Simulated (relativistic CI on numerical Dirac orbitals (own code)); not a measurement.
**Cd³⁺: M2,3 absorption multiplets**

Wanted: the shape of the M2,3 absorption spectrum of Cd³⁺ in 5 surroundings, from the same atomic integrals.

Program: relativistic CI on numerical Dirac orbitals (own code) version 1. Level of theory: Dirac-Coulomb-Breit CI, KLI orbitals optimised for each configuration, model QED (radiative potential, 1s self-energy scaled to tabulated hydrogen-like ionisation energies), valence Slater integrals scaled by 0.9, multiplet model of core-to-valence dipole absorption. These are calculated values, not measurements, unless marked.

## 1. The atom as given

| Property | Result |
| --- | --- |
| ion | Cd³⁺ (Cd IV) |
| nuclear charge | 48 |
| electrons | 45 |
| configurations | [Kr] 4d9 → [Ne] 3s2 3p5 3d10 4s2 4p6 4d10 |
| magnetising field for the dichroism, Lz and Sz | exchange field 10 meV on Sz; these come from the lowest magnetised state alone (0 K) |
| temperature of the isotropic spectrum | 80 K |
| widths | Lorentz 2 eV, Gauss 0.4 eV |
| surrounding 1 | free ion |
| surrounding 2 | Oh, 10Dq = 6000 cm⁻¹ |
| surrounding 3 | Oh, 10Dq = 13500 cm⁻¹ |
| surrounding 4 | Oh, 10Dq = 21000 cm⁻¹ |
| surrounding 5 | Oh, 10Dq = 28550 cm⁻¹ |

## 2. Surrounding 1: free ion

The run's settings:

```ini
atom Cd  Z=48  charge=3  electrons=45
nucleus A=114  rms_radius_fm=4.6087
hamiltonian dirac-coulomb  breit=on  qed=on  c_scale=1
orbitals kli  potential=per-configuration
slater_scale 0.9
correlation none
mixing on
configurations
  [Kr] 4d9
  [Ne] 3s2 3p5 3d10 4s2 4p6 4d10
end
absorption M2,3 T=80 lorentz=2 gauss=0.4
crystal_field free
```

## 3. Surrounding 2: Oh, 10Dq = 6000

The settings differ from step 2 so:

```diff
@@ -12,2 +12,2 @@
 absorption M2,3 T=80 lorentz=2 gauss=0.4
-crystal_field free
+crystal_field Oh 10Dq=6000
```

## 4. Surrounding 3: Oh, 10Dq = 13500

The settings differ from step 3 so:

```diff
@@ -12,2 +12,2 @@
 absorption M2,3 T=80 lorentz=2 gauss=0.4
-crystal_field Oh 10Dq=6000
+crystal_field Oh 10Dq=13500
```

## 5. Surrounding 4: Oh, 10Dq = 21000

The settings differ from step 4 so:

```diff
@@ -12,2 +12,2 @@
 absorption M2,3 T=80 lorentz=2 gauss=0.4
-crystal_field Oh 10Dq=13500
+crystal_field Oh 10Dq=21000
```

## 6. Surrounding 5: Oh, 10Dq = 28550

The settings differ from step 5 so:

```diff
@@ -12,2 +12,2 @@
 absorption M2,3 T=80 lorentz=2 gauss=0.4
-crystal_field Oh 10Dq=21000
+crystal_field Oh 10Dq=28550
```

(Steps that only read results are left out.)

What does the calculation give? Wanted: highest peak, first run; ground spin; share of the lower edge; core spin-orbit splitting.

**Answer**, as computed:

| surrounding | ground S | Lz (0 K) | Sz (0 K) | centroid (eV) | share of the lower edge | up to four highest peaks (% of the highest), eV |
| --- | --- | --- | --- | --- | --- | --- |
| 1: free | 0.50 | -2.00 | -0.50 | 611.21 | - | 611.2 (100) |
| 2: Oh | 0.50 | -0.97 | -0.47 | 614.34 | 0.918 | 611.5 (100), 646.2 (9) |
| 3: Oh | 0.50 | -0.56 | -0.49 | 617.59 | 0.839 | 612.0 (100), 646.8 (19) |
| 4: Oh | 0.50 | -0.39 | -0.50 | 619.39 | 0.803 | 612.5 (100), 647.2 (25) |
| 5: Oh | 0.50 | -0.29 | -0.50 | 620.64 | 0.783 | 613.0 (100), 647.8 (28) |

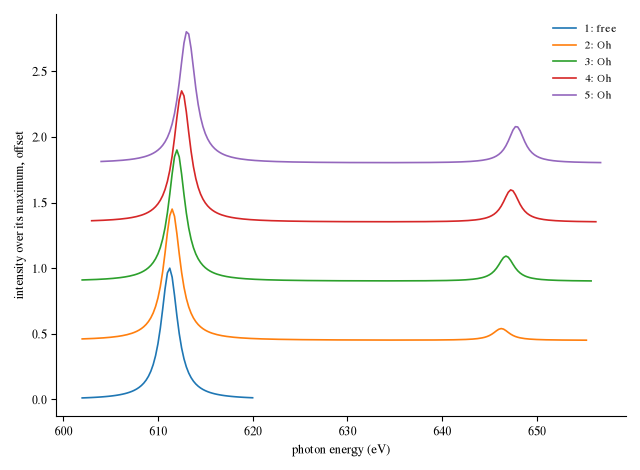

The spectra, each scaled to its maximum and offset.

| quantity | value |
| --- | --- |
| highest peak, first run | 611.2 eV |
| ground spin (effective S from ⟨S²⟩) | 0.50 |
| share of the lower edge | 0.783 to 0.918 |
| core spin-orbit splitting (without Breit) | 34.96 eV |

The lower edge takes 0.92 of the intensity in surrounding 2, above the statistical 0.67. The position of the maximum differs by up to 1.8 eV between the surroundings, by shifts of peaks or by peaks exchanging rank. Edge positions are free-ion values and differ from those in solids by a few eV or more.
